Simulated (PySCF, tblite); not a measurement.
# C6H8F2: dynamics, then NMR shifts on frames

How do NMR shifts of C6H8F2 (`FC1=CCCC[C@H]1F`) change as the atoms move?

The runs use tblite 0.8.0 and PySCF 2.14.0, with density-fitted response routines of our own; the level of theory stands in each step. All values are computed, except where a source is named. Atoms count from 0, in the outputs and in this text.

**1. The molecule as given**

16 atoms, charge 0, multiplicity 1; geometry from: GFN2-xTB.

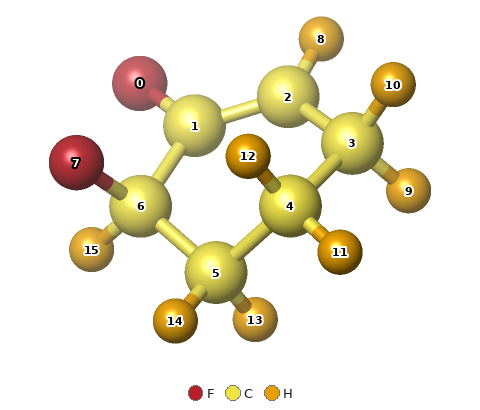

As it starts; fluorine red, carbon yellow, hydrogen amber, atoms numbered.

**2. Dynamics with GFN2-xTB**

The job: settings as JSON, then the geometry in Å.

```
{"job": {"kind": "md", "xc": "GFN2-xTB", "basis": "xTB", "temperature": 400, "steps": 2000, "every": 50, "frames": 5}, "charge": 0, "multiplicity": 1}
F     -2.187993     1.759591     0.502122
C     -1.097609     0.982429     0.295784
C      0.118621     1.490767     0.397572
C      1.347925     0.682017     0.137705
C      1.045788    -0.813998     0.101561
C     -0.200554    -1.085926    -0.737119
C     -1.408838    -0.438571    -0.068899
F     -1.724989    -1.158594     1.078082
H      0.244160     2.534131     0.645624
H      1.770260     1.003995    -0.820504
H      2.094728     0.898346     0.904124
H      1.898682    -1.356744    -0.307086
H      0.865952    -1.175802     1.115516
H     -0.086092    -0.671053    -1.739795
H     -0.378663    -2.158762    -0.819873
H     -2.308975    -0.482883    -0.696223
```

Level: GFN2-xTB Langevin dynamics, gas phase.

Started as:

```
> OMP_NUM_THREADS=1 python probes_run.py task.json out
```

The driver reads the jobs from task.json and runs them one after another.

Log:

```text
t/fs     T/K      E/eV
    0.0   325.3   -717.96314
   25.0   207.7   -717.66316
   50.0   268.8   -717.51910
   75.0   244.7   -717.52144
  100.0   285.3   -717.49606
  125.0   317.1   -717.53045
  150.0   281.4   -717.29611
  175.0   296.9   -717.32858
  200.0   263.9   -717.36695
  225.0   362.0   -717.44343
  250.0   369.8   -717.38233
  275.0   407.0   -717.46090
  300.0   402.7   -717.27969
  325.0   455.5   -717.27098
  350.0   512.9   -717.28758
  375.0   416.8   -717.06109
  400.0   425.1   -716.99674
  425.0   542.8   -717.19291
  450.0   595.7   -717.20996
  475.0   323.7   -716.84244
  500.0   441.1   -717.07296
  525.0   468.4   -717.16080
  550.0   382.2   -717.23068
  575.0   337.0   -717.40996
  600.0   336.3   -717.38455
  625.0   411.4   -717.24335
  650.0   352.2   -717.19138
  675.0   326.6   -717.07856
  700.0   496.8   -717.23229
  725.0   460.1   -717.32125
  750.0   374.3   -717.15348
  775.0   518.4   -717.37526
  800.0   330.3   -716.85149
  825.0   279.9   -716.94654
  850.0   340.3   -717.54956
  875.0   228.7   -717.42485
  900.0   352.9   -717.40475
  925.0   449.2   -717.47509
  950.0   414.2   -717.28699
  975.0   459.6   -717.32663
 1000.0   325.8   -717.49834
```

Run time: 12 s. Hardware: 1 thread of Intel Xeon at 2.60GHz, shared host; peak memory 0.18 GiB.

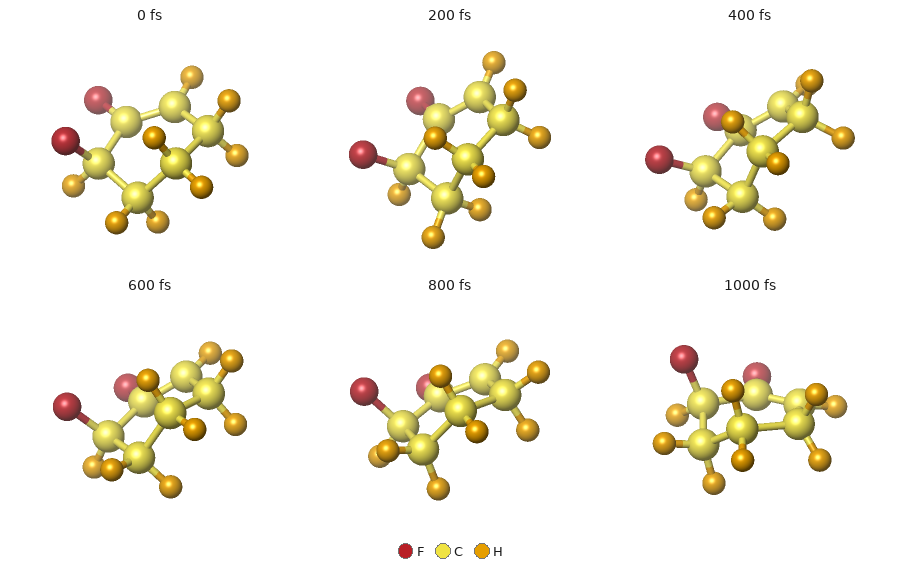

Frames of the run.

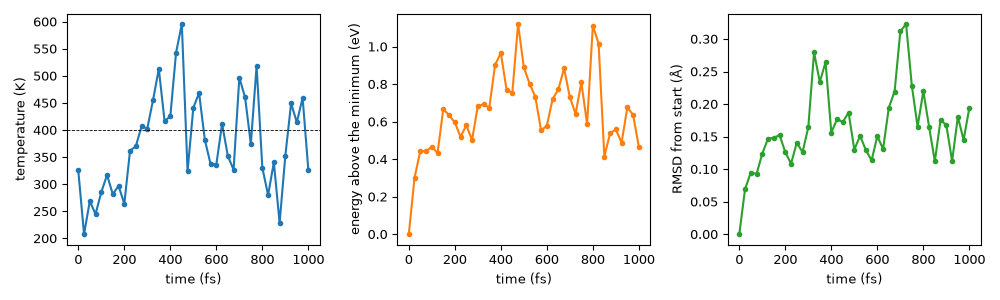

Temperature, potential energy and distance from the start.

Positions (Å) and forces (eV/Å) at 1000 fs:

```xyz
16

F    -1.689    2.612    0.802    0.332   -0.534   -0.078
C    -1.113    1.375    1.005   -1.728    1.004    0.004
C     0.153    1.185    0.795    1.818   -0.511   -1.207
C     0.778   -0.178    1.040   -0.605    0.479    0.749
C    -0.274   -1.194    1.552    2.094   -1.680    0.848
C    -1.646   -1.017    1.005    0.214   -0.415   -0.423
C    -2.100    0.334    1.415   -0.379    1.212   -0.996
F    -2.280    0.376    2.748   -0.292   -0.129    1.468
H     0.703    1.959    0.228    0.015   -0.487    0.865
H     1.285   -0.540    0.152    0.041    0.088   -0.178
H     1.507   -0.099    1.867    0.010    0.176   -0.597
H     0.088   -2.235    1.247   -0.290    1.123    0.617
H    -0.241   -1.135    2.683   -0.399   -0.190   -1.188
H    -1.599   -1.155   -0.087   -0.392    0.169    0.373
H    -2.352   -1.682    1.478   -0.090   -0.704   -0.151
H    -3.071    0.538    0.965   -0.351    0.398   -0.105
```

**3. NMR shieldings: 250 fs, PBE0/pcSseg-1**

The job: settings as JSON, then the geometry in Å.

```
{"job": {"kind": "nmr", "xc": "PBE0", "basis": "pcSseg-1", "pop": false}, "charge": 0, "multiplicity": 1}
F     -2.316900     1.960800     0.443200
C     -1.418700     0.920000     0.405000
C     -0.180100     1.187200     0.852500
C      0.840800     0.138100     0.970800
C      0.234400    -1.206200     0.724700
C     -0.558500    -1.216800    -0.623700
C     -1.777100    -0.329300    -0.292800
F     -2.575100    -1.205900     0.571700
H      0.051600     2.184700     1.270400
H      1.698700     0.293100     0.235300
H      1.211100     0.182500     1.974900
H      0.970800    -2.089500     0.717700
H     -0.422700    -1.440700     1.615800
H      0.130400    -0.938000    -1.458500
H     -0.925800    -2.193500    -0.827900
H     -2.528000    -0.106800    -1.108900
```

Level: GIAO PBE0/pcSseg-1 NMR shielding, non-relativistic, gas phase.

Log:

```text
coarse grid: 13648 points
cycle   1  E = -432.4368320079  dE =  9.595e-01  |g| = 6.938e-01  |ddm| = 3.519e+00
cycle   2  E = -432.3280511583  dE =  1.088e-01  |g| = 1.090e+00  |ddm| = 1.227e+00
cycle   3  E = -432.5233794081  dE = -1.953e-01  |g| = 8.847e-02  |ddm| = 7.706e-01
cycle   4  E = -432.5247868493  dE = -1.407e-03  |g| = 4.519e-02  |ddm| = 1.132e-01
cycle   5  E = -432.5252430155  dE = -4.562e-04  |g| = 8.332e-03  |ddm| = 4.137e-02
cycle   6  E = -432.5252520576  dE = -9.042e-06  |g| = 4.970e-03  |ddm| = 9.575e-03
cycle   7  E = -432.5252579363  dE = -5.879e-06  |g| = 7.822e-04  |ddm| = 4.514e-03
final grid: 133432 points
cycle   8  E = -432.5867097664  dE = -4.680e-05  |g| = 9.054e-03  |ddm| = 3.650e-02
cycle   9  E = -432.5866879083  dE =  2.186e-05  |g| = 1.421e-02  |ddm| = 1.850e-02
cycle  10  E = -432.5867284007  dE = -4.049e-05  |g| = 1.280e-03  |ddm| = 1.102e-02
cycle  11  E = -432.5867286930  dE = -2.923e-07  |g| = 3.686e-04  |ddm| = 1.298e-03
cycle  12  E = -432.5867287181  dE = -2.509e-08  |g| = 1.314e-04  |ddm| = 3.980e-04
cycle  13  E = -432.5867287217  dE = -3.565e-09  |g| = 5.064e-05  |ddm| = 1.317e-04
cycle  14  E = -432.5867287223  dE = -5.899e-10  |g| = 9.045e-06  |ddm| = 4.523e-05
converged SCF energy = -432.5867287223

GIAO shielding tensors (ppm)
atom      isotropic    diamagn.    paramagn.     s11        s22        s33       span
  0 F      275.204     474.272    -199.068    194.257    304.041    327.312    133.055
  1 C       14.239     252.242    -238.003    -86.954     58.265     71.406    158.360
  2 C       54.640     257.112    -202.472    -47.135     60.207    150.849    197.984
  3 C      156.744     246.815     -90.071    149.877    155.010    165.344     15.467
  4 C      156.009     247.917     -91.908    146.833    155.110    166.086     19.253
  5 C      150.187     247.012     -96.825    133.680    153.082    163.800     30.120
  6 C       90.959     245.224    -154.265     62.729     73.260    136.888     74.159
  7 F      313.119     474.882    -161.763    229.270    287.493    422.593    193.323
  8 H       24.973      29.314      -4.342     22.443     25.256     27.219      4.776
  9 H       28.364      28.656      -0.292     24.215     26.151     34.725     10.510
 10 H       29.630      29.632      -0.002     24.902     27.396     36.593     11.691
 11 H       28.634      28.574       0.059     24.045     26.495     35.361     11.316
 12 H       28.448      29.349      -0.901     24.429     27.612     33.303      8.874
 13 H       29.379      29.717      -0.338     25.688     27.086     35.364      9.677
 14 H       29.912      30.232      -0.320     26.166     27.806     35.762      9.596
 15 H       25.367      27.010      -1.643     22.698     24.082     29.320      6.623
```

Wall time 31 s (1 thread of Intel Xeon at 2.60GHz, shared host); peak memory 0.8 GiB.

Shifts follow as δ = σ(reference) − σ, with reference shieldings (ppm) from runs at the same level and on the same kind of geometry: ¹H TMS 31.72, ¹³C TMS 186.9, ¹⁹F CFCl3 170.9. The references are single molecules in the gas phase, so shifts against H2O, NH3, PH3, H3PO4 or CFCl3 are not on the usual liquid scales and can be off by tens of ppm. Each atom is listed at this fixed geometry, with no averaging over motion; a spectrum would average atoms that exchange fast.

```csv
atoms,environment,σ (ppm),δ (ppm)
C1,fully substituted alkene carbon,14.2,172.7
C2,alkene CH,54.6,132.3
C6,allylic sp3 CH bonded to F,91.0,96.0
C5,sp3 CH2 in a ring,150.2,36.7
C4,sp3 CH2 in a ring,156.0,30.9
C3,allylic sp3 CH2,156.7,30.2
H8,hydrogen on an alkene CH,24.97,6.74
H15,hydrogen on an allylic sp3 CH bonded to F,25.37,6.35
H9,hydrogen on an allylic sp3 CH2,28.36,3.35
H12,hydrogen on an sp3 CH2 in a ring,28.45,3.27
H11,hydrogen on an sp3 CH2 in a ring,28.63,3.08
H13,hydrogen on an sp3 CH2 in a ring,29.38,2.34
H10,hydrogen on an allylic sp3 CH2,29.63,2.09
H14,hydrogen on an sp3 CH2 in a ring,29.91,1.81
F0,vinylic fluorine,275.2,-104.3
F7,fluorine on an sp3 carbon,313.1,-142.2
```

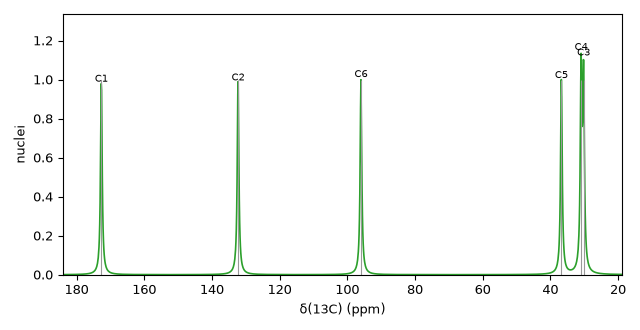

¹³C lines at the computed shifts, without couplings. Lines are broadened to a width of 0.57 ppm (Lorentzian).

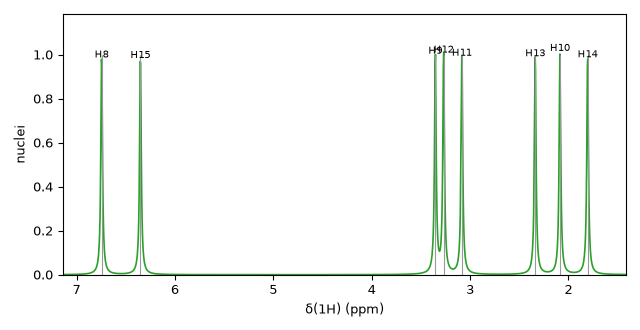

¹H lines at the computed shifts, without couplings. Lines are broadened to a width of 0.02 ppm (Lorentzian).

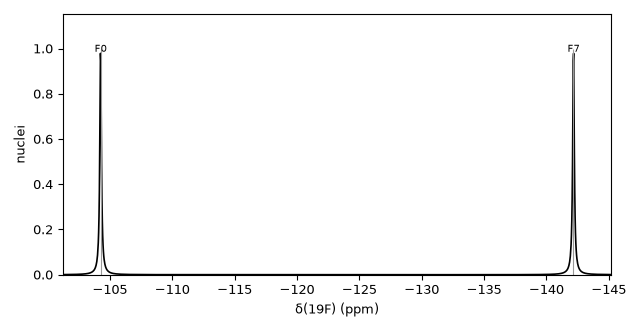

¹⁹F lines at the computed shifts, without couplings. Lines are broadened to a width of 0.15 ppm (Lorentzian).

Ring of atoms C1, C2, C3, C4, C5, C6: NICS(0) -2.2, NICS(1) -3.2, NICS(1)zz 0.9 ppm (means of both faces).

The fields below are evaluated on a grid from the run's orbitals.

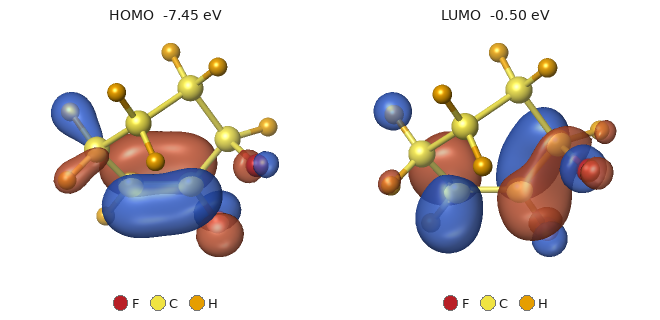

PBE0/pcSseg-1 orbitals near the gap, drawn at the value that encloses 70 % of each; the two colours are the two signs.

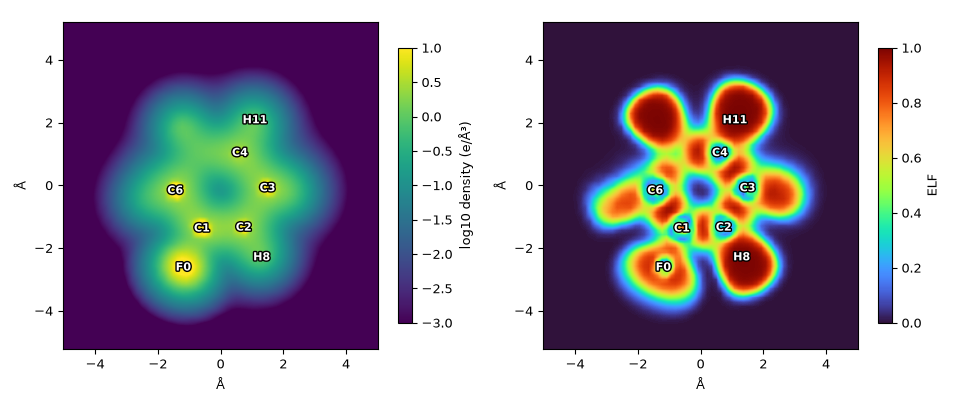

Density (left) and ELF (right) in a plane through or near 8 of the atoms.

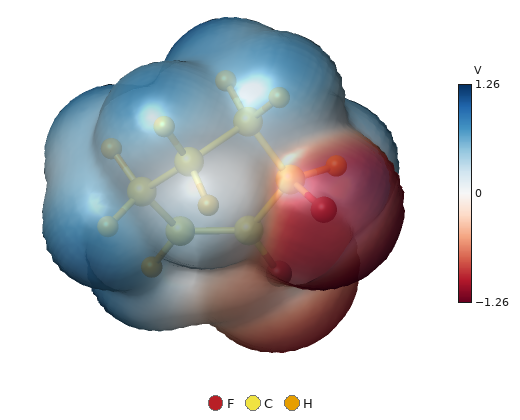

The potential that a unit positive charge feels on the 0.002 e/bohr³ surface, from -1.26 V near F7 to 0.99 V near H13.

**4. Nuclear shieldings: 425 fs, PBE0/pcSseg-1**

The job: settings as JSON, then the geometry in Å.

```
{"job": {"kind": "nmr", "xc": "PBE0", "basis": "pcSseg-1", "pop": false}, "charge": 0, "multiplicity": 1}
F     -2.919100     1.714500     0.445700
C     -1.991100     0.782100     0.669300
C     -0.748800     1.123100     1.005200
C      0.300100     0.216300     1.372600
C     -0.058200    -1.238300     1.252100
C     -1.026100    -1.546000     0.071100
C     -2.369200    -0.601000     0.261500
F     -3.190100    -1.167200     1.202200
H     -0.521000     2.165100     1.346900
H      1.216200     0.481100     0.827900
H      0.634700     0.487100     2.441800
H      0.910300    -1.676400     1.070300
H     -0.332300    -1.647200     2.187700
H     -0.563200    -1.327800    -0.855600
H     -1.405000    -2.565900     0.061300
H     -2.944200    -0.631700    -0.748400
```

With the program's defaults for keys left out, this is: GIAO PBE0/pcSseg-1 NMR shielding, non-relativistic, gas phase.

Log:

```text
coarse grid: 13648 points
cycle   1  E = -432.4381692350  dE =  1.090e+00  |g| = 6.640e-01  |ddm| = 3.573e+00
cycle   2  E = -432.3654991153  dE =  7.267e-02  |g| = 9.463e-01  |ddm| = 1.056e+00
cycle   3  E = -432.5172625251  dE = -1.518e-01  |g| = 8.651e-02  |ddm| = 6.415e-01
cycle   4  E = -432.5186100905  dE = -1.348e-03  |g| = 4.801e-02  |ddm| = 1.264e-01
cycle   5  E = -432.5191364826  dE = -5.264e-04  |g| = 1.101e-02  |ddm| = 4.693e-02
cycle   6  E = -432.5191568240  dE = -2.034e-05  |g| = 5.106e-03  |ddm| = 1.235e-02
cycle   7  E = -432.5191628345  dE = -6.010e-06  |g| = 5.671e-04  |ddm| = 4.609e-03
final grid: 133432 points
cycle   8  E = -432.5802537605  dE = -4.131e-05  |g| = 8.754e-03  |ddm| = 3.109e-02
cycle   9  E = -432.5802390845  dE =  1.468e-05  |g| = 1.250e-02  |ddm| = 1.648e-02
cycle  10  E = -432.5802712965  dE = -3.221e-05  |g| = 1.196e-03  |ddm| = 9.789e-03
cycle  11  E = -432.5802715285  dE = -2.320e-07  |g| = 3.318e-04  |ddm| = 1.205e-03
cycle  12  E = -432.5802715480  dE = -1.949e-08  |g| = 1.086e-04  |ddm| = 3.579e-04
cycle  13  E = -432.5802715504  dE = -2.377e-09  |g| = 4.512e-05  |ddm| = 1.133e-04
cycle  14  E = -432.5802715508  dE = -4.675e-10  |g| = 5.466e-06  |ddm| = 3.878e-05
converged SCF energy = -432.5802715508

GIAO shielding tensors (ppm)
atom      isotropic    diamagn.    paramagn.     s11        s22        s33       span
  0 F      282.137     473.714    -191.577    203.580    286.859    355.971    152.391
  1 C       22.586     252.194    -229.608    -72.997     62.555     78.201    151.197
  2 C       66.411     255.265    -188.855    -23.725     65.656    157.302    181.027
  3 C      155.921     247.766     -91.845    138.807    157.353    171.603     32.796
  4 C      175.391     246.665     -71.275    164.463    175.207    186.502     22.039
  5 C      147.607     246.932     -99.325    131.285    144.332    167.203     35.918
  6 C       94.591     247.155    -152.563     65.860     81.846    136.068     70.208
  7 F      379.192     469.057     -89.865    353.700    369.084    414.791     61.091
  8 H       25.360      28.760      -3.400     22.046     26.460     27.576      5.530
  9 H       28.917      31.528      -2.611     24.051     27.431     35.269     11.219
 10 H       27.808      27.662       0.146     23.308     25.810     34.308     11.000
 11 H       30.325      30.717      -0.392     24.849     28.767     37.359     12.510
 12 H       30.775      29.996       0.779     25.623     28.740     37.961     12.338
 13 H       30.644      32.192      -1.548     26.706     28.819     36.408      9.701
 14 H       29.481      29.068       0.413     25.631     27.628     35.184      9.553
 15 H       25.219      27.566      -2.347     22.380     24.253     29.022      6.642
```

It took 23 s on 1 thread of Intel Xeon at 2.60GHz, shared host; peak memory 0.82 GiB.

In short: δ C1 164.3, C2 120.5, C6 92.3, C5 39.3, H15 6.50, H8 6.36 ppm.

**5. Nuclear shieldings: 625 fs, PBE0/pcSseg-1**

The job: settings as JSON, then the geometry in Å.

```
{"job": {"kind": "nmr", "xc": "PBE0", "basis": "pcSseg-1", "pop": false}, "charge": 0, "multiplicity": 1}
F     -2.848100     1.755300     0.318000
C     -1.873000     0.755500     0.576700
C     -0.646700     1.161700     0.889200
C      0.561100     0.235400     1.006800
C      0.022600    -1.209100     1.152700
C     -1.104600    -1.582500     0.174900
C     -2.306800    -0.627600     0.455100
F     -3.040800    -0.936400     1.512600
H     -0.416700     2.204000     1.173900
H      1.089300     0.308100     0.042200
H      1.162000     0.628600     1.845700
H      0.785100    -1.879300     1.078100
H     -0.385000    -1.212400     2.174000
H     -0.670500    -1.523800    -0.806200
H     -1.363400    -2.606700     0.451600
H     -2.893200    -0.658200    -0.472700
```

Level: GIAO PBE0/pcSseg-1 NMR shielding, non-relativistic, gas phase.

Log:

```text
coarse grid: 13648 points
cycle   1  E = -432.4420153632  dE =  1.105e+00  |g| = 6.443e-01  |ddm| = 3.562e+00
cycle   2  E = -432.3779175898  dE =  6.410e-02  |g| = 9.190e-01  |ddm| = 1.085e+00
cycle   3  E = -432.5153808170  dE = -1.375e-01  |g| = 9.219e-02  |ddm| = 6.563e-01
cycle   4  E = -432.5169484015  dE = -1.568e-03  |g| = 4.332e-02  |ddm| = 1.088e-01
cycle   5  E = -432.5173675380  dE = -4.191e-04  |g| = 8.880e-03  |ddm| = 4.024e-02
cycle   6  E = -432.5173788061  dE = -1.127e-05  |g| = 4.982e-03  |ddm| = 1.026e-02
cycle   7  E = -432.5173846146  dE = -5.809e-06  |g| = 7.880e-04  |ddm| = 4.463e-03
final grid: 133432 points
cycle   8  E = -432.5792424214  dE = -4.485e-05  |g| = 9.707e-03  |ddm| = 3.275e-02
cycle   9  E = -432.5792224808  dE =  1.994e-05  |g| = 1.448e-02  |ddm| = 1.932e-02
cycle  10  E = -432.5792632282  dE = -4.075e-05  |g| = 1.397e-03  |ddm| = 1.145e-02
cycle  11  E = -432.5792635696  dE = -3.414e-07  |g| = 3.078e-04  |ddm| = 1.299e-03
cycle  12  E = -432.5792635857  dE = -1.608e-08  |g| = 1.020e-04  |ddm| = 3.470e-04
cycle  13  E = -432.5792635876  dE = -1.881e-09  |g| = 4.862e-05  |ddm| = 1.102e-04
cycle  14  E = -432.5792635881  dE = -5.363e-10  |g| = 8.628e-06  |ddm| = 4.111e-05
converged SCF energy = -432.5792635881

GIAO shielding tensors (ppm)
atom      isotropic    diamagn.    paramagn.     s11        s22        s33       span
  0 F      255.780     475.294    -219.514    159.907    275.273    332.161    172.253
  1 C       13.212     255.568    -242.357    -81.837     56.394     65.078    146.915
  2 C       60.267     258.786    -198.520    -29.068     55.530    154.338    183.405
  3 C      153.147     248.540     -95.393    147.702    149.518    162.220     14.518
  4 C      169.239     247.950     -78.711    165.487    166.409    175.822     10.335
  5 C      153.241     249.902     -96.662    139.801    153.542    166.380     26.579
  6 C      113.882     245.582    -131.700     85.784     98.174    157.688     71.904
  7 F      399.642     466.979     -67.336    353.140    391.203    454.584    101.444
  8 H       25.167      30.099      -4.932     22.340     25.905     27.257      4.917
  9 H       29.237      31.381      -2.144     25.681     26.890     35.138      9.457
 10 H       28.914      29.963      -1.049     24.512     26.857     35.373     10.860
 11 H       32.072      32.747      -0.675     26.575     30.439     39.202     12.627
 12 H       29.878      30.285      -0.408     25.552     28.579     35.501      9.949
 13 H       30.221      31.774      -1.553     26.140     28.534     35.990      9.851
 14 H       29.381      29.004       0.376     25.107     27.583     35.452     10.345
 15 H       26.814      28.249      -1.435     23.450     26.027     30.964      7.514
```

Wall time 24 s (1 thread of Intel Xeon at 2.60GHz, shared host); peak memory 0.82 GiB.

This run: δ C1 173.7, C2 126.7, C6 73.0, C3 33.8, H8 6.55, H15 4.90 ppm.

[end of part 1 of 2]
